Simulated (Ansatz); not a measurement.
# Effect of Ge → Os on Ca3GeO

Take Ca3GeO in the anti-perovskite structure (space group Pm-3m, No. 221; a = 4.670 Å) as the base.

Modification: every Ge is replaced by Os, then cell and atoms are relaxed.

The values are results of DFT with PBEsol, PAW potentials and a 420 eV plane-wave cutoff in Ansatz (an electronic-structure program), scalar-relativistic without spin-orbit coupling, not measurements. Γ-centred 10×10×10 mesh, Fermi–Dirac width 0.05 eV.

The volume per atom drops by 1.11 Å³ to 19.26 Å³ and the density rises by 2.224 g/cm³, from 3.40 g/cm³ to 5.63 g/cm³. The space group remains Pm-3m (No. 221) and the shortest interatomic distance decreases by 0.043 Å (2.335 Å → 2.292 Å). The band gap stays zero.

Final structure:

```
CELL_PARAMETERS angstrom
      4.58365     0.00000     0.00000
      0.00000     4.58365     0.00000
      0.00000     0.00000     4.58365
ATOMIC_POSITIONS crystal
  Ca 0.50000 0.50000 0.00000
  Ca 0.00000 0.50000 0.50000
  Ca 0.50000 0.00000 0.50000
  Os 0.00000 0.00000 0.00000
  O  0.50000 0.50000 0.50000
```

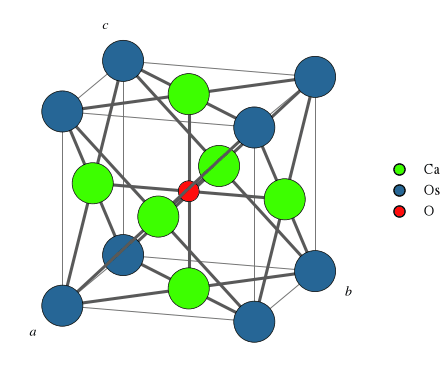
Figure: The relaxed conventional cell after the change

Cost of the whole job for the changed cell (relaxation, final SCF and bands): very roughly 90 core-seconds.

Spin-orbit coupling, missing from the scalar runs, can matter with Os. Whether these cells are dynamically stable was not tested. As relaxed here, Ca3OsO is a hypothetical phase, not in the database extracts checked. No Hubbard U is applied, and correlation can decide whether such a compound is a metal. The final runs are not spin-polarised. The zero or small gap of Ca3GeO can change with the level of theory.
